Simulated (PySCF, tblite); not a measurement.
**C4H3F3NO2 radical: geometry, infrared bands and EPR parameters**

What infrared bands and EPR parameters should C4H3F3NO2 radical (`O=CN/C=[C]/OC(F)(F)F`) show?

Computed with tblite 0.8.0 and PySCF 2.14.0, with density-fitted response routines of our own, on a single molecule in the gas phase. Atoms count from 0, in the outputs and in this text.

### Step 1. The starting structure

13 atoms, charge 0, multiplicity 2; geometry from: force field or distance geometry start.

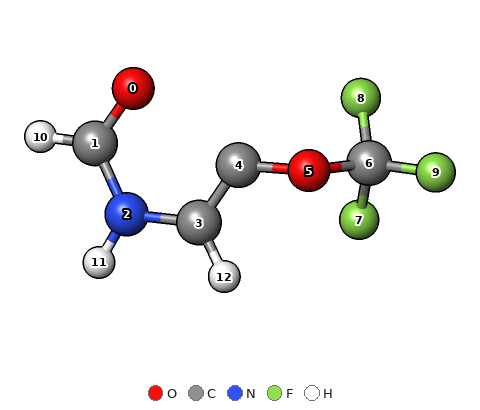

As it starts; oxygen red, carbon grey, nitrogen blue, fluorine green, hydrogen white, atoms numbered; sticks join atoms by distance.

### Step 2. Geometry optimisation with GFN2-xTB

The job: settings as JSON, then the geometry in Å.

```
{"job": {"kind": "relax", "xc": "GFN2-xTB", "basis": "xTB"}, "charge": 0, "multiplicity": 2}
O      1.885400     1.488000    -0.498200
C      2.491300     0.582300     0.131300
N      1.816000    -0.659700     0.301000
C      0.500500    -0.867500    -0.230500
C     -0.127100     0.082800    -0.874400
O     -1.404300    -0.076300    -1.411800
C     -2.490900     0.406700    -0.617200
F     -2.405600    -0.314200     0.576400
F     -2.252700     1.723100    -0.307600
F     -3.705300     0.154400    -1.191500
H      3.484400     0.749900     0.530900
H      2.241700    -1.458300     0.810200
H     -0.037700    -1.810800    -0.097700
```

The run is started by

```bash
OMP_NUM_THREADS=1 python probes_run.py task.json out
```

The driver reads the jobs from task.json and runs them one after another.

**Question.** This job is followed by: GFN2-xTB harmonic vibrations, gas phase; UKS B3LYP, pcH-1 on C F H N O, non-relativistic, mean-field spin-orbit, GIAO. What will the session give for the following? strongest single infrared mode (GFN2-xTB); zero-point energy (GFN2-xTB); g(iso) (B3LYP); ⟨S²⟩; largest a(iso) (averaged by class); surface potential, least and greatest.

As calculated:

| quantity | value |
| --- | --- |
| strongest single infrared mode (GFN2-xTB) | 1143 cm⁻¹, 713 km/mol |
| zero-point energy (GFN2-xTB) | 44.9 kcal/mol |
| g(iso) (B3LYP) | 2.00237 |
| ⟨S²⟩ | 0.760 (exact 0.75) |
| largest a(iso) (averaged by class) | 13C on C4, 696.8 MHz |
| surface potential, least and greatest | -1.60 V and 2.78 V |

The optimisation took 104 steps and gained 1.014 eV; among the close pairs (by a distance rule), O5–C6 changed most, from 1.430 to 1.328 Å. No mode is imaginary among the 33: a minimum at this level. The strongest single mode, at 1143 cm⁻¹, moves mainly C6. Unscaled tight-binding wavenumbers are off by several per cent, some by more. Its intensities can rank the bands wrongly. C4 carries the largest spin population, 0.87 e. The isotropic g lies 0.0 ppt above the free-electron value.
